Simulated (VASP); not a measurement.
Band structure of GaBi (relaxed from the GeS structure, space group Pnma). These are PBEsol GGA, VASP's PBE PAW potentials (set 64) (plane waves; VASP) values and carry that method's errors.

Without a dispersion term in the relaxation, distances and binding between the weakly bound layers, chains or molecules are unreliable, and so is what depends on them. Unless said otherwise, spin-orbit coupling is left out, though it shifts the bands of the heavy elements here.

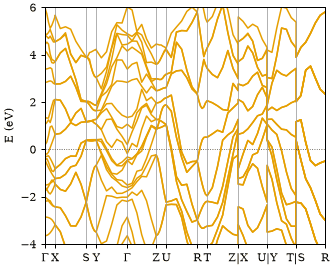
*Bands along high-symmetry lines, zero at the valence-band maximum or, without a gap, the Fermi level*

Question: Read the plot: is there a gap, and where are the band edges?

Answer: It has no gap at this level: it comes out as a metal or semimetal. (Edges off the drawn lines would not show.)

The structure was generated: GaBi was put into the GeS type (Pnma), which need not be its known phase. It was relaxed first, which changed the volume by -15 %.
